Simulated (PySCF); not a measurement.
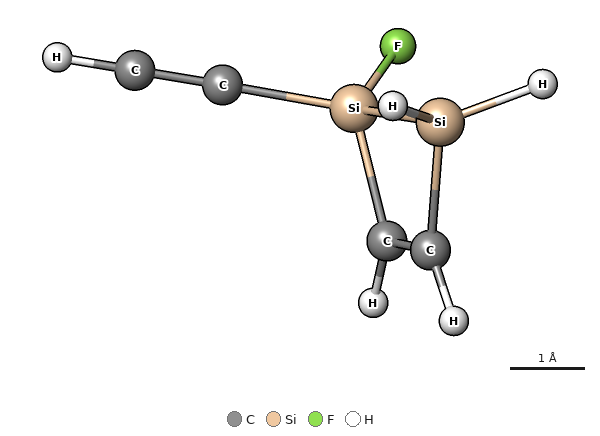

The input geometry (ball-and-stick view, seen at a tilt). Bond lengths as drawn: C–C 1.22 to 1.36 Å, C–H 1.08 to 1.10 Å, C–Si 1.83 to 1.90 Å, F–Si 1.63 Å, H–Si 1.50 Å and Si–Si 2.33 Å.

# Run report: C4H5FSi2, core-level calculation

C4H5FSi2, computed with delta-SCF UKS SCAN, def2-TZVP on the ionised atom, pcseg-1 elsewhere, spin-free X2C (PySCF 2.14.0).

Figures and captions count atoms from 1; the log counts them from 0 in places.

The program's output:
```
ground state, core basis on atom 0 (C), 148 functions
  cycle   1  E = -835.20543950  |g| = 6.61e-01
  cycle   2  E = -835.06188640  |g| = 1.07e+00
  cycle   3  E = -835.29574439  |g| = 2.04e-01
  cycle   4  E = -835.30418109  |g| = 8.62e-02
  cycle   5  E = -835.30584213  |g| = 4.02e-02
  cycle   6  E = -835.30621476  |g| = 7.55e-03
  cycle   7  E = -835.30623340  |g| = 2.54e-03
  cycle   8  E = -835.30623544  |g| = 1.01e-03
  cycle   9  E = -835.30623597  |g| = 4.02e-04
  E(ground) = -835.37282390 Eh
hole in C 1s of atom 0
  cycle   1  E = -824.04178832  |g| = 1.46e+00
[... 13 cycles left out ...]
  E(ion) = -824.67637193 Eh   <S^2> = 0.8470   hole on atom = 1.000   binding energy = 291.065 eV
ground state, core basis on atom 1 (C), 148 functions
[... 6 cycles left out ...]
  E(ground) = -835.37434370 Eh
hole in C 1s of atom 1
[... 15 cycles left out ...]
  E(ion) = -824.68700174 Eh   <S^2> = 0.8543   hole on atom = 1.000   binding energy = 290.817 eV
ground state, core basis on atom 2 (Si), 150 functions
[... 7 cycles left out ...]
  E(ground) = -835.36522326 Eh
hole in Si 1s of atom 2
[... 11 cycles left out ...]
  E(ion) = -767.32735927 Eh   <S^2> = 0.7522   hole on atom = 1.000   binding energy = 1851.405 eV
hole in Si 2p of atom 2
[... 11 cycles left out ...]
  E(ion) = -831.39306444 Eh   <S^2> = 0.7512   hole on atom = 1.003   binding energy = 108.088 eV
  2p3/2 = 107.836 eV   2p1/2 = 108.449 eV
ground state, core basis on atom 3 (F), 148 functions
[... 6 cycles left out ...]
  E(ground) = -835.41167679 Eh
hole in F 1s of atom 3
[... 11 cycles left out ...]
  E(ion) = -809.95820827 Eh   <S^2> = 0.7565   hole on atom = 1.000   binding energy = 692.624 eV
ground state, core basis on atom 4 (C), 148 functions
[... 7 cycles left out ...]
  E(ground) = -835.37245649 Eh
hole in C 1s of atom 4
[... 13 cycles left out ...]
  E(ion) = -824.68872490 Eh   <S^2> = 0.7985   hole on atom = 1.000   binding energy = 290.719 eV
ground state, core basis on atom 5 (C), 148 functions
[... 6 cycles left out ...]
  E(ground) = -835.37209017 Eh
hole in C 1s of atom 5
[... 14 cycles left out ...]
  E(ion) = -824.68288661 Eh   <S^2> = 0.8118   hole on atom = 1.000   binding energy = 290.868 eV
ground state, core basis on atom 6 (Si), 150 functions
[... 7 cycles left out ...]
  E(ground) = -835.35427354 Eh
hole in Si 1s of atom 6
[... 12 cycles left out ...]
  E(ion) = -767.36389314 Eh   <S^2> = 0.7527   hole on atom = 1.000   binding energy = 1850.112 eV
hole in Si 2p of atom 6
[... 1 cycle left out ...]
  cycle   2  E = -830.18683856  |g| = 1.43e+00
  cycle   3  E = -831.14380108  |g| = 5.78e-01
  cycle   4  E = -831.34282857  |g| = 2.73e-01
  cycle   5  E = -831.36555271  |g| = 1.77e-01
  cycle   6  E = -831.38069875  |g| = 7.29e-02
  cycle   7  E = -831.38367718  |g| = 1.88e-02
  cycle   8  E = -831.38387354  |g| = 4.66e-03
  cycle   9  E = -831.38388375  |g| = 2.38e-03
  cycle  10  E = -831.38388652  |g| = 1.16e-03
  cycle  11  E = -831.38388790  |g| = 3.82e-04
  E(ion) = -831.42137819 Eh   <S^2> = 0.7531   hole on atom = 1.003   binding energy = 107.020 eV
  2p3/2 = 106.798 eV   2p1/2 = 107.408 eV
```

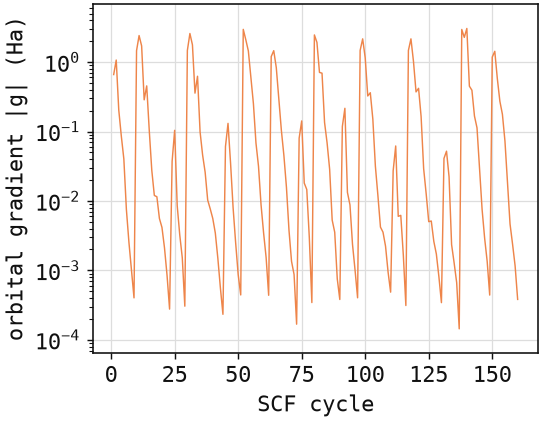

Convergence of the self-consistent field: orbital gradient |g| against the SCF cycle. All cycles printed in the log are drawn one after another.

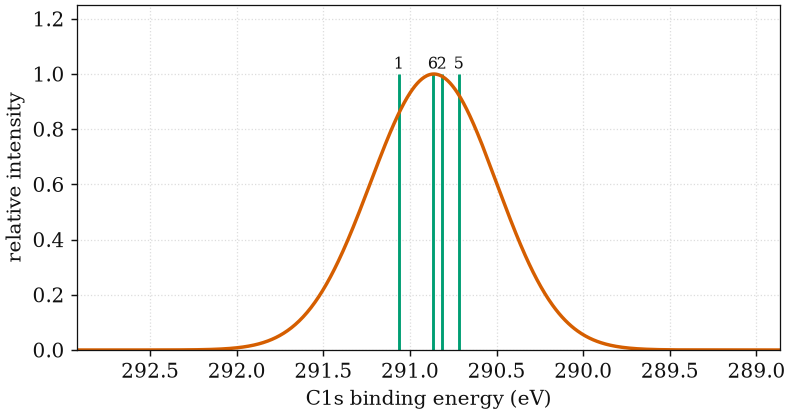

C1s binding energies by ΔSCF of the atoms computed, labelled by atom number, with a Gaussian envelope of 0.8 eV full width. They run from 290.72 eV (atom 5) to 291.07 eV (atom 1).

This output came from the following input.

Input:
```
{"job": {"kind": "xps", "basis": "def2-TZVP"}, "charge": 0, "multiplicity": 1}
C      0.545901    -2.925686     1.183884
C      0.006196    -1.861133     0.944822
Si    -0.730518    -0.231922     0.567707
F     -2.164715    -0.183438     1.338546
C     -0.748954     0.189410    -1.253131
C      0.125052     1.224889    -1.336641
Si     0.630999     1.654479     0.440556
H      1.012732    -3.871838     1.396016
H     -1.242286    -0.262122    -2.123475
H      0.424463     1.675229    -2.292851
H      0.087597     2.961765     0.921227
H      2.093518     1.601974     0.746775
```

The first line tells a small driver script what to run in PySCF; the rest is the geometry in Å.

Run as:
```bash
OMP_NUM_THREADS=1 python <driver script> task.json out
```

Summary:

- outcome: converged
- hardware: 1 CPU thread, shared host
- wall time: 64 s
- peak memory: 0.54 GiB

The core-hole state is spin-contaminated.
